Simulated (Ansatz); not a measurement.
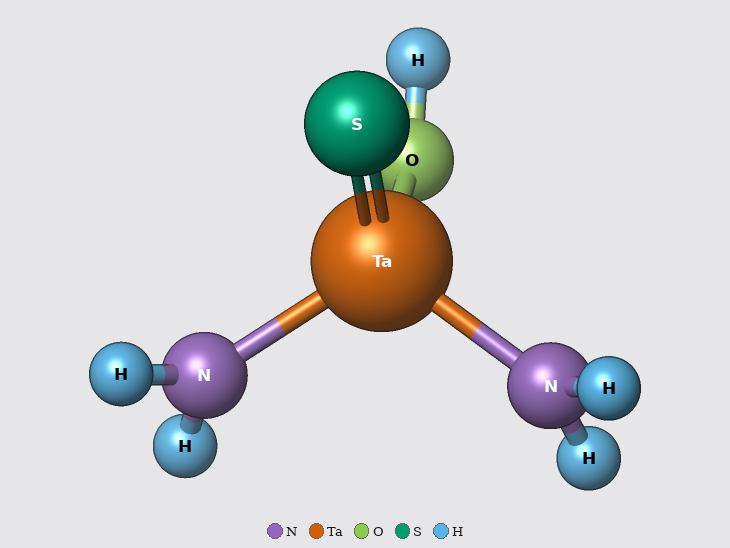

Ball-and-stick drawing of a structure.

The species is neutral and a spin singlet.

Describe the molecule.

It has 10 atoms: 5 hydrogen, 2 nitrogen, 1 oxygen, 1 sulfur and 1 tantalum (H₅N₂OSTa). Its SMILES string is `[NH2][Ta]([NH2])([OH])=[S]`. This geometry has Cs symmetry. Coordination: 2 N trigonal planar; 1 Ta tetrahedral; 1 O bent.

The parts below concern this one geometry. Atoms keep their numbers from picture to picture. The geometry was computed by an optimisation with PBE0-D4/def2-TZVP.

## Geometry

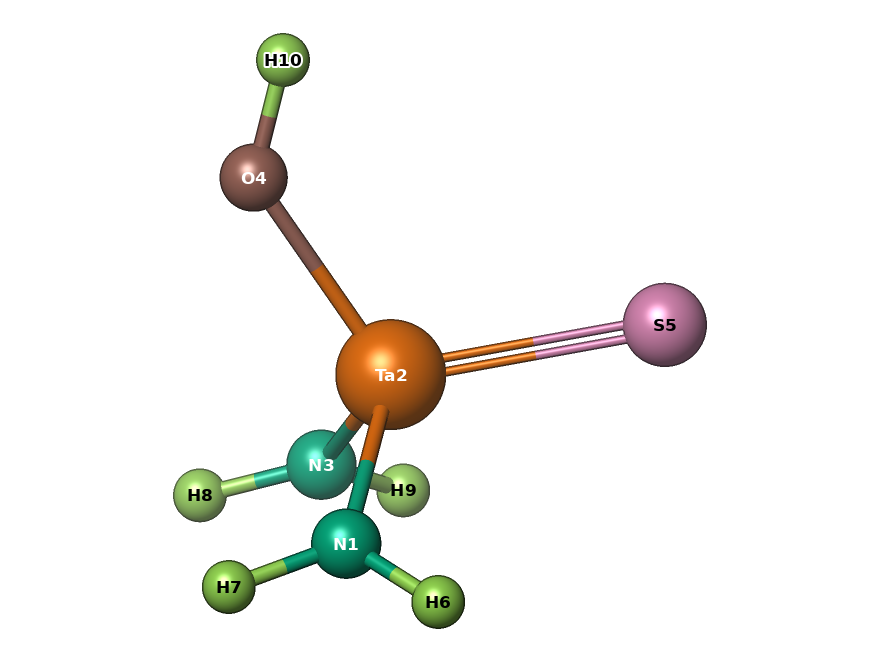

Estimate the angles N1–Ta2–N3, N1–Ta2–O4, N1–Ta2–S5, O4–Ta2–S5, Ta2–N1–H7, Ta2–N1–H6, Ta2–O4–H10.

```csv
angle,degrees
N1–Ta2–N3,111.3
N1–Ta2–O4,107.5
N1–Ta2–S5,108.1
O4–Ta2–S5,114.4
Ta2–N1–H7,125.0
Ta2–N1–H6,124.6
Ta2–O4–H10,132.0
```

## Levels of theory compared

Program: Ansatz 0.2.0.

Tabulate HOMO energy (eV), vertical IP (eV), dipole (D) at these levels: B3LYP-D4/def2-TZVPP; PBE-D4/def2-TZVPP; r2SCAN-D4/def2-TZVPP; ωB97M-V/def2-TZVPP.

```csv
level,HOMO energy (eV),vertical IP (eV),dipole (D)
B3LYP-D4/def2-TZVPP,−6.99,9.19,3.31
PBE-D4/def2-TZVPP,−6.07,8.81,3.26
r2SCAN-D4/def2-TZVPP,−6.35,8.99,3.43
ωB97M-V/def2-TZVPP,−9.37,9.25,3.45
```

## Vibrations

Harmonic vibrations computed with RKS PBE0-D4/def2-TZVP, core potentials on Ta (Ansatz 0.2.0) at a stationary point of the same level.

Question: How many vibrational modes are there, and where do they lie?

Answer: 24 modes: 117, 151, 158, 188, 197, 223, 278, 324, 428, 456, 497, 520, 563, 608, 667, 683, 708, 1538, 1541, 3575, 3577, 3674, 3674, 3936 cm⁻¹.

## Charges

The questions are on Mulliken charges. Level of theory: RKS B3LYP-D4/def2-TZVPP, core potentials on Ta (Ansatz 0.2.0).

Give the Mulliken charges atom by atom.

| atom | value (e) |
| --- | --- |
| N1 | −0.42 |
| Ta2 | 0.76 |
| N3 | −0.42 |
| O4 | −0.41 |
| S5 | −0.32 |
| H6 | 0.16 |
| H7 | 0.14 |
| H8 | 0.14 |
| H9 | 0.16 |
| H10 | 0.20 |

Mulliken values depend strongly on the basis set and can even reverse the polarity of a bond.
